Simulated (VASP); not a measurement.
Band structure of MoS₂ (2H layered). Calculation: LDA (Ceperley-Alder, Perdew-Zunger), VASP's LDA PAW potentials (set 64) (plane waves; VASP 6.6.1).

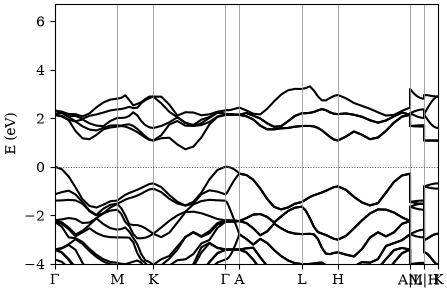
*Bands along high-symmetry lines, zero at the valence-band maximum or, without a gap, the Fermi level*

Question: Read the plot: is there a gap, and where are the band edges?

Answer: The gap is indirect, 0.72 eV, from the valence maximum at Γ to the conduction minimum at K-Γ at 0.44. (Edges off the drawn lines would not show.)

Measured: gap 1.29 eV (computed value off by -0.57 eV), as given by Wei Chen et al., Physical Review Materials (2018), doi:10.1103/physrevmaterials.2.073803.

The compound is MoS2 in the 2H layered structure. It was relaxed first.
